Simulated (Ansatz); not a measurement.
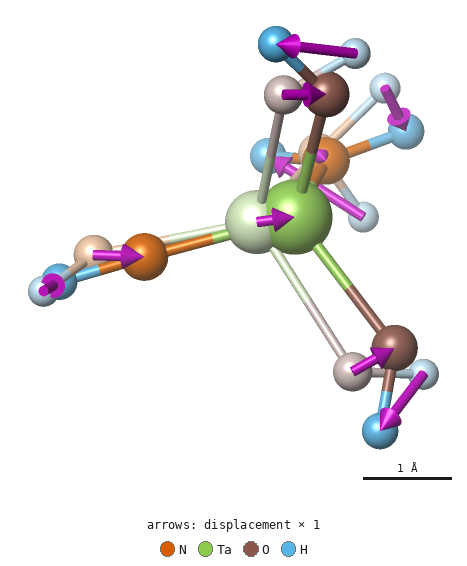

This is a relaxation of TaN$_{2}$H$_{5}$O$_{2}$ (coarse preliminary run). The starting structure is drawn faded, the final one solid; purple arrows show the displacements, at their true length. The two geometries are superimposed by the best rigid fit.

A ball-and-stick model, seen from a free direction.

The start comes from a force field.

Method: Ansatz, RKS PBE-D4/def2-SVP.

Input file:
```yaml
crystal:
  periodic: [false, false, false]
  atoms:
    - {symbol: N, position_ang: [-1.355200, 1.591500, -0.883300]}
    - {symbol: Ta, position_ang: [-0.149600, 0.391000, -0.000800]}
    - {symbol: N, position_ang: [-0.015700, -1.456700, -1.188300]}
    - {symbol: O, position_ang: [-0.794700, -0.055800, 1.949200]}
    - {symbol: O, position_ang: [1.776100, 1.302700, 0.132700]}
    - {symbol: H, position_ang: [-1.600000, 2.573300, -0.480700]}
    - {symbol: H, position_ang: [1.030700, -1.784500, -1.075500]}
    - {symbol: H, position_ang: [-0.544100, -2.151100, -0.704600]}
    - {symbol: H, position_ang: [-0.678400, -1.015600, 2.106100]}
    - {symbol: H, position_ang: [2.414100, 0.554100, 0.148000]}
basis:
  gaussian: {orbitals: def2-SVP}
hamiltonian: {xc: pbe, dispersion: d4}
relax: {f_tol: 0.03, max_steps: 200}
```

Launched with:
```bash
ansatz run in.yaml --threads 4 --pin off --events-out ev --progress --plain --max-ram 10444MiB
```

Question: Describe the change and its energy.

Answer: The atom that moves furthest after the best rigid fit is H8 (1.31 Å). By element the largest moves are H 1.31 Å, N 0.60 Å, O 0.56 Å, Ta 0.44 Å. Some distances before and after: Ta2–N3 2.200 → 1.997 Å, Ta2–O5 2.135 → 1.934 Å, Ta2–O4 2.102 → 1.934 Å, N1–Ta2 1.917 → 1.787 Å. Bond angles that change, for instance: Ta2–N1–H6 122.4° → 175.1°, Ta2–O5–H10 105.1° → 132.7°, Ta2–O4–H9 108.7° → 132.6°. Groups turn about Ta2–O5 by about 140°, Ta2–O4 by about 125°. After 31 accepted moves (36 points after the start) the energy has fallen by 252.5 kJ/mol. Largest force component: 2.9 eV/Å at the start, 0.022 eV/Å at the end. The line search rejected the trial steps at points 11, 18, 22, 25, 30 of the run. The run took 35 s on 4 threads of INTEL XEON PLATINUM 8581C @ 2.10GHz, on a shared host.
